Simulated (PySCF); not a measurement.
```yaml
atoms:
  - { symbol: Si, position_ang: [2.5166, 0.1521, 0.0826] }
  - { symbol: S, position_ang: [1.6075, -1.4231, -0.9710] }
  - { symbol: C, position_ang: [0.1225, -0.7802, -0.3791] }
  - { symbol: C, position_ang: [-1.1150, -1.1486, -0.8232] }
  - { symbol: C, position_ang: [-2.1310, -0.3031, -0.3015] }
  - { symbol: C, position_ang: [-1.8281, 0.7889, 0.4803] }
  - { symbol: C, position_ang: [-0.5134, 0.9430, 0.8612] }
  - { symbol: N, position_ang: [0.4206, 0.1294, 0.5647] }
  - { symbol: H, position_ang: [2.3213, 1.4378, -0.6429] }
  - { symbol: H, position_ang: [3.8851, -0.1093, -0.2193] }
  - { symbol: H, position_ang: [2.7026, -0.0283, 1.5966] }
  - { symbol: H, position_ang: [-1.3043, -1.9513, -1.5073] }
  - { symbol: H, position_ang: [-3.1745, -0.4963, -0.5112] }
  - { symbol: H, position_ang: [-2.4991, 1.5474, 0.6246] }
  - { symbol: H, position_ang: [-0.0553, 1.8463, 1.4150] }
```

Geometry: GFN2-xTB, MD frame at 250 fs, 400 K.

All numbers below come from PBE0/pcSseg-1, SCF density, gas phase, non-relativistic (PySCF 2.14.0).

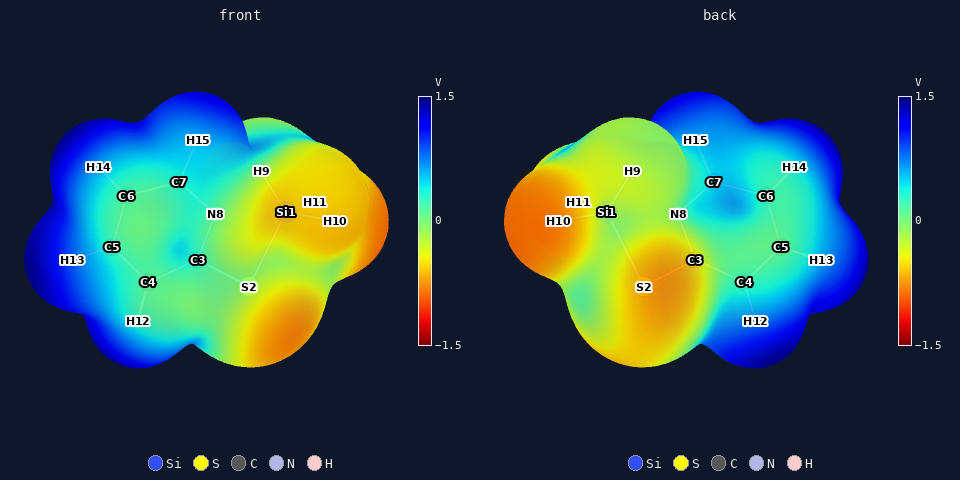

C5H7NSSi (SMILES [SiH3]Sc1ccccn1). The electrostatic potential painted on the density surface at 0.002 e/bohr³, seen from the front and from behind; red is negative and blue positive.

Where is the surface potential most negative and most positive?

The most negative region (about −0.9 V, or −21 kcal/mol for a unit charge) lies over S2 and H10, the most positive (about +1.5 V, or +35 kcal/mol for a unit charge) over H12, H13 and H14.
